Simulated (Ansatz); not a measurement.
## CH₅FOSn: geometry relaxation (part 1 of 2)

The run: geometry relaxation of CH₅FOSn. Method and program: RKS B3LYP-D4/def2-SVP (Ansatz 0.2.0).

It belongs to a series of runs on one base structure; here: end point B relaxed. Figures and captions count atoms from 1; the log counts them from 0 in places.

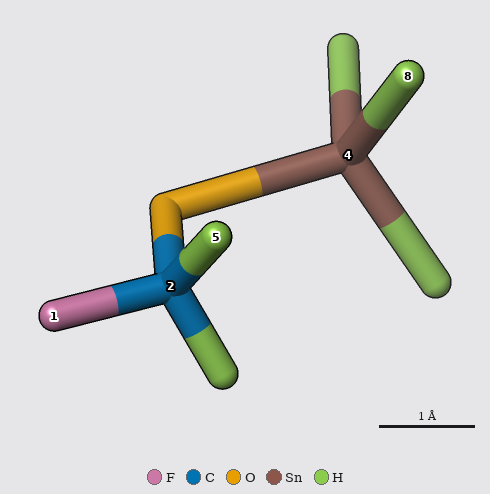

*The structure as given in the input (stick view, seen at a tilt; atoms are numbered from 1 in the order of the input). Sticks mark near contacts.*

Bond lengths as drawn: C–F 1.31 Å, C–H 1.09 to 1.10 Å, C–O 1.39 Å, H–Sn 1.67 to 1.76 Å and O–Sn 2.06 Å.

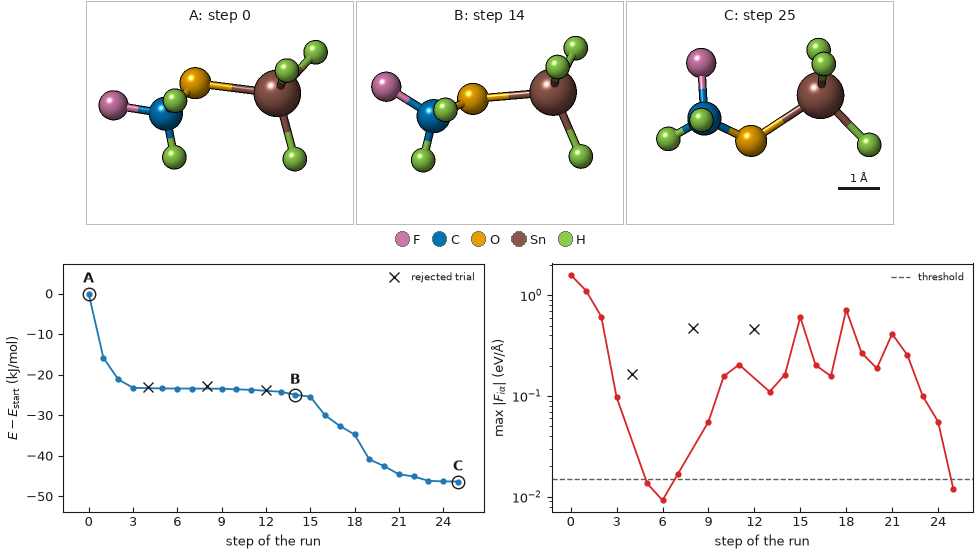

*Frames of the relaxation (ball-and-stick view, seen at a tilt) above the curves, on which the letters mark them (the first geometry is step 0 here and step 1 in the log).*

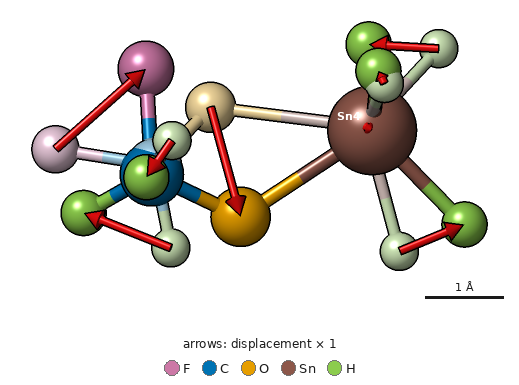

*Start (faint) and end (solid) with the displacements as red arrows, at true length (ball-and-stick view, seen at a tilt). The two geometries are laid on each other by the best rigid fit.*

After 25 geometry steps the energy has fallen by 46.3 kJ/mol. The largest force component goes from 1.6 to 0.012 eV/Å. The line search rejected the trial steps at points 4, 8, 12 (counted from 0) and went back. The largest move after the best rigid fit is that of F1, 1.56 Å. Largest moves by element: F 1.56 Å, O 1.53 Å, H 1.25 Å, C 0.12 Å, Sn 0.12 Å. Distances before and after: F1–C2 1.314 → 1.401 Å, Sn4–H8 1.762 → 1.718 Å, Sn4–H9 1.669 → 1.712 Å, Sn4–H7 1.742 → 1.712 Å. Among the angles that change: C2–O3–Sn4 108.1° → 118.4°, O3–Sn4–H9 110.4° → 100.9°, H7–Sn4–H8 108.9° → 113.3°. (Atoms are counted from 1 in the order of the input.)

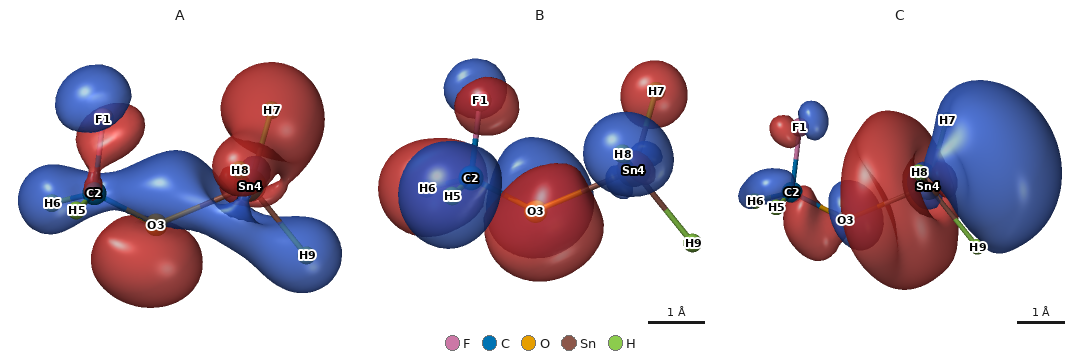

*Three frontier orbitals at ±0.08 Å⁻³ᐟ² (red and blue are the two phases).*

A is the HOMO−1 (−8.50 eV). By Hirshfeld shares it lies mainly on O3 (55 %), Sn4 (15 %) and F1 (10 %). B is the HOMO (−7.41 eV). Its weight (Hirshfeld) is mainly on O3 (55 %), C2 (15 %) and H5 (10 %). C is the LUMO (−0.51 eV). It lies mainly on Sn4 (65 %) and O3 (15 %). The HOMO–LUMO gap is 6.90 eV between the orbital energies.

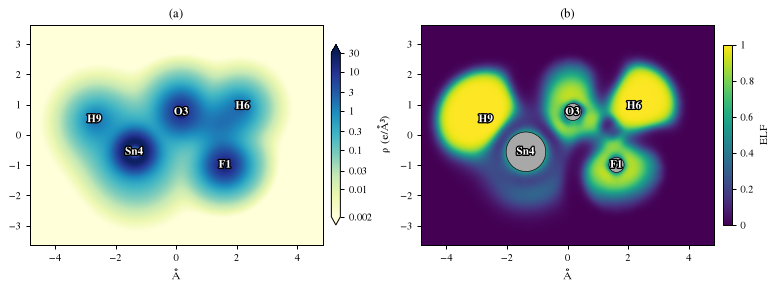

*(a) total electron density; (b) electron localisation function on the plane of atoms O3, Sn4 and H9. Grey discs, where drawn, cover atomic cores.*

Atoms in the plane: F, O, Sn and H. Sn–H (1.71 Å): ρ is about 1.1 e/Å³ halfway, with its minimum of 0.73 e/Å³ about 1.1 Å from Sn; the ELF climbs to about 1 towards the hydrogen, as it does in any bond to H.

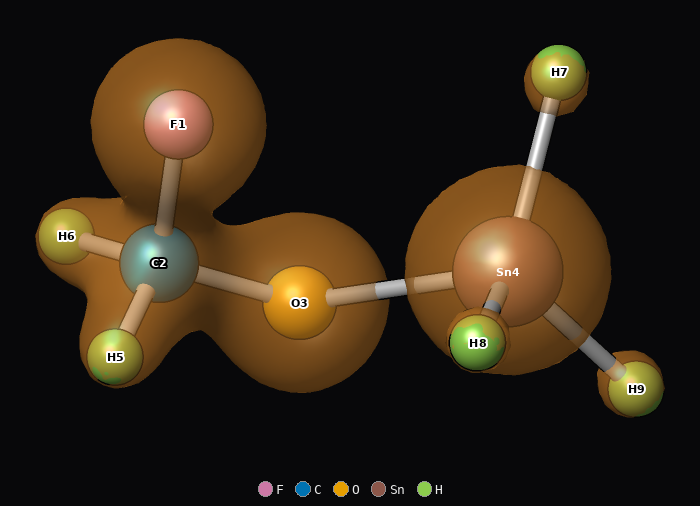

*Isosurface of the electron density at 1 e/Å³ (orange), seen at a tilt.*

At this value the surface falls into five separate pieces. It is pinched off along the Sn–O (2.03 Å) contacts. On the grid the lowest density along these lines, outside the cores, is 2 e/Å³ (C–O, 1.36 Å), 1.5 e/Å³ (C–F, 1.40 Å), 0.64 e/Å³ (Sn–O, 2.03 Å) and 1.9 e/Å³ (C–H, 1.11 Å).

The input and output of the run follow.

## The input
```yaml
crystal:
  periodic: [false, false, false]
  atoms:
    - { symbol: F, position_ang: [-2.0429, 1.6632, 0.155] }
    - { symbol: C, position_ang: [-1.1778, 0.6825, 0.2872] }
    - { symbol: O, position_ang: [-0.1562, 0.8869, -0.6312] }
    - { symbol: Sn, position_ang: [1.2434, -0.6006, -0.3736] }
    - { symbol: H, position_ang: [-0.7958, 0.694, 1.3166] }
    - { symbol: H, position_ang: [-1.6911, -0.2614, 0.0805] }
    - { symbol: H, position_ang: [2.59335, -0.31425, -1.43719] }
    - { symbol: H, position_ang: [1.79235, -0.4654, 1.29568] }
    - { symbol: H, position_ang: [0.55945, -2.098, -0.6467] }
basis:
  gaussian: { orbitals: def2-SVP }
hamiltonian:
  xc: b3lyp
  dispersion: d4
relax:
  f_tol: 0.015
  max_steps: 40
output:
  orbitals: {}
```

Run as:
```bash
ansatz run input.yaml --threads 2 --pin off --max-ram 3072MiB --backend cpu --events-out ev --progress --plain --runs-dir out
```

## The program's output
```
The last accepted step is kept in [file] (removed where the run ends without a failure and the disk answers)
Engine: ansatz 0.2.0, aarch64-unknown-linux-gnu
Functional definition: B3LYP
  parameter a0 = 0.2
  parameter ax = 0.72
  parameter ac = 0.81
  exchange = (1 - a0 - ax)*slater_x + ax*b88_x + a0*exact_x
  correlation = (1 - ac)*vwn_rpa_c + ac*lyp_c
1087 factors; integrals over basis functions are off by at most 3.0e-4 eV
mean field evaluation 1: about -11705.6446 eV, gradient 4.8e1 eV
mean field evaluation 2: about -11685.1940 eV, gradient 1.1e2 eV
mean field evaluation 4: about -11710.0755 eV, gradient 6.6e0 eV
mean field evaluation 8: about -11710.1685 eV, gradient 7.0e-2 eV
mean field -11710.16851150 eV, -430.3407553602 hartree, gradient 3.0e-5 eV, S^2 0.000000; 0 other end points of the search recorded, 0 dependent functions left out
the calculation of the forces begins
reference -11710.16875650 eV, -430.3407643640 hartree; 25, 25 occupied and 68, 68 virtual orbitals, 1087 factors
relax step   1: F+E_penalty+E_count = -11710.41526116 eV  Δ(F+E_penalty+E_count) = +0.000e0 eV  max|allowed force component| = 1.594e0 eV/Å  Δτ_max = 0.0000 Å  (26 SCF iters, accepted)
these checks for a lower state are left out or cut short: starts, cluster_reference, orbital_swaps, neighbouring_geometries, increment
1087 factors; integrals over basis functions are off by at most 3.4e-4 eV
mean field evaluation 16: about -11709.9662 eV, gradient 1.2e1 eV
mean field -11710.33427576 eV, -430.3468470844 hartree, gradient 1.3e-5 eV, S^2 0.000000; 0 other end points of the search recorded, 0 dependent functions left out
[... from here on the field's lines of each further geometry are left out, up to the last ...]
relax step   2: F+E_penalty+E_count = -11710.57929735 eV  Δ(F+E_penalty+E_count) = -1.640e-1 eV  max|allowed force component| = 1.111e0 eV/Å  Δτ_max = 0.1652 Å  (28 SCF iters, accepted)
relax step   3: F+E_penalty+E_count = -11710.63432311 eV  Δ(F+E_penalty+E_count) = -5.503e-2 eV  max|allowed force component| = 6.144e-1 eV/Å  Δτ_max = 0.0974 Å  (29 SCF iters, accepted)
relax step   4: F+E_penalty+E_count = -11710.65601646 eV  Δ(F+E_penalty+E_count) = -2.169e-2 eV  max|allowed force component| = 9.725e-2 eV/Å  Δτ_max = 0.1342 Å  (27 SCF iters, accepted)
relax step   5: F+E_penalty+E_count = -11710.65491696 eV  Δ(F+E_penalty+E_count) = +1.100e-3 eV  max|allowed force component| = 1.666e-1 eV/Å  Δτ_max = 0.0464 Å  (29 SCF iters, rejected (line search))
relax step   6: F+E_penalty+E_count = -11710.65771741 eV  Δ(F+E_penalty+E_count) = -1.701e-3 eV  max|allowed force component| = 1.358e-2 eV/Å  Δτ_max = 0.0232 Å  (29 SCF iters, accepted)
relax step   7: F+E_penalty+E_count = -11710.65785868 eV  Δ(F+E_penalty+E_count) = -1.413e-4 eV  max|allowed force component| = 9.242e-3 eV/Å  Δτ_max = 0.0115 Å  (30 SCF iters, accepted)
relax step   8: F+E_penalty+E_count = -11710.65794699 eV  Δ(F+E_penalty+E_count) = -8.831e-5 eV  max|allowed force component| = 1.683e-2 eV/Å  Δτ_max = 0.0100 Å  (30 SCF iters, accepted)
relax step   9: F+E_penalty+E_count = -11710.65200834 eV  Δ(F+E_penalty+E_count) = +5.939e-3 eV  max|allowed force component| = 4.736e-1 eV/Å  Δτ_max = 0.1575 Å  (28 SCF iters, rejected (line search))
relax step  10: F+E_penalty+E_count = -11710.65836151 eV  Δ(F+E_penalty+E_count) = -4.145e-4 eV  max|allowed force component| = 5.557e-2 eV/Å  Δτ_max = 0.0397 Å  (28 SCF iters, accepted)
relax step  11: F+E_penalty+E_count = -11710.65997181 eV  Δ(F+E_penalty+E_count) = -1.610e-3 eV  max|allowed force component| = 1.570e-1 eV/Å  Δτ_max = 0.0978 Å  (29 SCF iters, accepted)
relax step  12: F+E_penalty+E_count = -11710.66120485 eV  Δ(F+E_penalty+E_count) = -1.233e-3 eV  max|allowed force component| = 2.048e-1 eV/Å  Δτ_max = 0.0499 Å  (28 SCF iters, accepted)
relax step  13: F+E_penalty+E_count = -11710.66120239 eV  Δ(F+E_penalty+E_count) = +2.463e-6 eV  max|allowed force component| = 4.645e-1 eV/Å  Δτ_max = 0.1153 Å  (28 SCF iters, rejected (line search))
relax step  14: F+E_penalty+E_count = -11710.66614006 eV  Δ(F+E_penalty+E_count) = -4.935e-3 eV  max|allowed force component| = 1.103e-1 eV/Å  Δτ_max = 0.0576 Å  (28 SCF iters, accepted)
relax step  15: F+E_penalty+E_count = -11710.67393452 eV  Δ(F+E_penalty+E_count) = -7.794e-3 eV  max|allowed force component| = 1.634e-1 eV/Å  Δτ_max = 0.0997 Å  (28 SCF iters, accepted)
relax step  16: F+E_penalty+E_count = -11710.67855046 eV  Δ(F+E_penalty+E_count) = -4.616e-3 eV  max|allowed force component| = 6.059e-1 eV/Å  Δτ_max = 0.1463 Å  (28 SCF iters, accepted)
relax step  17: F+E_penalty+E_count = -11710.72612181 eV  Δ(F+E_penalty+E_count) = -4.757e-2 eV  max|allowed force component| = 2.026e-1 eV/Å  Δτ_max = 0.1999 Å  (28 SCF iters, accepted)
relax step  18: F+E_penalty+E_count = -11710.75325362 eV  Δ(F+E_penalty+E_count) = -2.713e-2 eV  max|allowed force component| = 1.574e-1 eV/Å  Δτ_max = 0.1147 Å  (27 SCF iters, accepted)
relax step  19: F+E_penalty+E_count = -11710.77535216 eV  Δ(F+E_penalty+E_count) = -2.210e-2 eV  max|allowed force component| = 7.154e-1 eV/Å  Δτ_max = 0.1949 Å  (28 SCF iters, accepted)
relax step  20: F+E_penalty+E_count = -11710.83885332 eV  Δ(F+E_penalty+E_count) = -6.350e-2 eV  max|allowed force component| = 2.682e-1 eV/Å  Δτ_max = 0.2000 Å  (28 SCF iters, accepted)
relax step  21: F+E_penalty+E_count = -11710.85600798 eV  Δ(F+E_penalty+E_count) = -1.715e-2 eV  max|allowed force component| = 1.881e-1 eV/Å  Δτ_max = 0.0771 Å  (28 SCF iters, accepted)
relax step  22: F+E_penalty+E_count = -11710.87689884 eV  Δ(F+E_penalty+E_count) = -2.089e-2 eV  max|allowed force component| = 4.135e-1 eV/Å  Δτ_max = 0.1918 Å  (28 SCF iters, accepted)
relax step  23: F+E_penalty+E_count = -11710.88243689 eV  Δ(F+E_penalty+E_count) = -5.538e-3 eV  max|allowed force component| = 2.540e-1 eV/Å  Δτ_max = 0.1245 Å  (28 SCF iters, accepted)
relax step  24: F+E_penalty+E_count = -11710.89372189 eV  Δ(F+E_penalty+E_count) = -1.129e-2 eV  max|allowed force component| = 9.970e-2 eV/Å  Δτ_max = 0.0608 Å  (29 SCF iters, accepted)
relax step  25: F+E_penalty+E_count = -11710.89522064 eV  Δ(F+E_penalty+E_count) = -1.499e-3 eV  max|allowed force component| = 5.577e-2 eV/Å  Δτ_max = 0.0505 Å  (28 SCF iters, accepted)
the calculation of the forces begins
reference -11710.64261735 eV, -430.3581784290 hartree; 25, 25 occupied and 68, 68 virtual orbitals, 1087 factors
relax step  26: F+E_penalty+E_count = -11710.89547385 eV  Δ(F+E_penalty+E_count) = -2.532e-4 eV  max|allowed force component| = 1.194e-2 eV/Å  Δτ_max = 0.0155 Å  (29 SCF iters, accepted)
1087 factors; integrals over basis functions are off by at most 6.6e-4 eV
mean field evaluation 192: about -11710.6424 eV, gradient 2.3e-5 eV
mean field -11710.64236125 eV, -430.3581690175 hartree, gradient 2.3e-5 eV, S^2 0.000000; 1 other end points of the search recorded, 0 dependent functions left out
the calculation of the forces begins
reference -11710.64261735 eV, -430.3581784290 hartree; 25, 25 occupied and 68, 68 virtual orbitals, 1087 factors
Total energy: -11710.89572995 eV, -430.3674801455 hartree
Atom 0 at    -0.543205     1.721096     0.086294 Å, force    -0.008383    -0.002111     0.003349 eV/Å
Atom 1 at    -1.303712     0.560856     0.284756 Å, force     0.001237     0.003575    -0.004297 eV/Å
Atom 2 at    -0.722220    -0.501731    -0.330450 Å, force    -0.001012    -0.005043     0.001846 eV/Å
Atom 3 at     1.302088    -0.641291    -0.307648 Å, force     0.001690     0.003725    -0.000035 eV/Å
Atom 4 at    -1.384075     0.443298     1.386731 Å, force    -0.002547     0.001347    -0.005768 eV/Å
Atom 5 at    -2.304169     0.747538    -0.150392 Å, force     0.011941     0.000761     0.005230 eV/Å
Atom 6 at     1.937254     0.414359    -1.496041 Å, force    -0.001507    -0.002445    -0.000004 eV/Å
Atom 7 at     1.825605    -0.265692     1.284615 Å, force     0.000150    -0.001591    -0.000532 eV/Å
Atom 8 at     1.517183    -2.291483    -0.711575 Å, force    -0.001569     0.001782     0.000212 eV/Å
Dipole moment:     0.225076    -0.159225     0.115943 e Å
```

## Trajectory as extended XYZ (Å, eV, eV/Å), 26 frames, from step=1 to step=26
```
9
Properties=species:S:1:pos:R:3:forces:R:3 step=1 energy=-11710.41526
F    -2.0429    1.6632    0.1550   -1.5217   1.5935  -0.1166
C    -1.1778    0.6825    0.2872    1.2022  -0.5141  -0.4789
O    -0.1562    0.8869   -0.6312    0.7786  -0.9272   0.1977
Sn    1.2434   -0.6006   -0.3736    0.9732   1.0575   0.2364
H    -0.7958    0.6940    1.3166    0.0973  -0.0938   0.5496
H    -1.6911   -0.2614    0.0805   -0.3835  -0.6070   0.0789
H     2.5934   -0.3142   -1.4372   -0.4449   0.0779   0.1480
H     1.7924   -0.4654    1.2957   -0.2424  -0.0048  -0.4546
H     0.5595   -2.0980   -0.6467   -0.4589  -0.5820  -0.1606
9
Properties=species:S:1:pos:R:3:forces:R:3 step=2 energy=-11710.57930
F    -1.9943    1.7211    0.0626   -0.3757   0.5203  -0.1451
C    -1.1781    0.6761    0.2908    1.1107  -0.4808  -0.3913
O    -0.0751    0.7572   -0.5710   -0.5297  -0.1037   0.4990
Sn    1.3712   -0.6411   -0.3373   -0.6969   0.0205  -0.4384
H    -0.8622    0.7073    1.3566   -0.0211   0.0619   0.0649
H    -1.7509   -0.2598    0.1211   -0.1177  -0.0298  -0.0362
H     2.5249   -0.1839   -1.5121    0.0161  -0.0726   0.0976
H     1.7752   -0.4645    1.2984    0.2774  -0.0838   0.2865
H     0.5140   -2.1254   -0.6628    0.3369   0.1681   0.0630
9
Properties=species:S:1:pos:R:3:forces:R:3 step=3 energy=-11710.63432
F    -2.0095    1.7570    0.0542   -0.0860   0.1689  -0.0764
C    -1.2010    0.6919    0.2911    0.6144  -0.2634  -0.2270
O    -0.1006    0.7555   -0.5619   -0.4086  -0.0808   0.3609
Sn    1.3446   -0.6358   -0.3439   -0.1562  -0.0616  -0.0628
H    -0.8918    0.7267    1.3610   -0.0546   0.0606  -0.0176
H    -1.7935   -0.2355    0.1224   -0.0582   0.0681  -0.0178
H     2.5201   -0.1973   -1.4967    0.0136   0.0410  -0.0143
H     1.8526   -0.5129    1.2901    0.0641  -0.0170   0.0323
H     0.6038   -2.1626   -0.6700    0.0714   0.0842   0.0226
9
Properties=species:S:1:pos:R:3:forces:R:3 step=4 energy=-11710.65602
F    -1.9664    1.8070   -0.0291   -0.0859   0.0565   0.0240
C    -1.2355    0.7000    0.3063    0.0973  -0.0017  -0.0873
O    -0.1141    0.6773   -0.4853    0.0721  -0.0537  -0.0099
Sn    1.3736   -0.6701   -0.3410   -0.0888   0.0240   0.0491
H    -0.9936    0.7798    1.3887    0.0145  -0.0034   0.0316
H    -1.8869   -0.1863    0.1436   -0.0136  -0.0246  -0.0004
H     2.4883   -0.1342   -1.5174   -0.0228   0.0159  -0.0013
H     1.9688   -0.5769    1.2700    0.0091  -0.0139  -0.0094
H     0.6905   -2.2096   -0.6896    0.0182   0.0010   0.0036
```
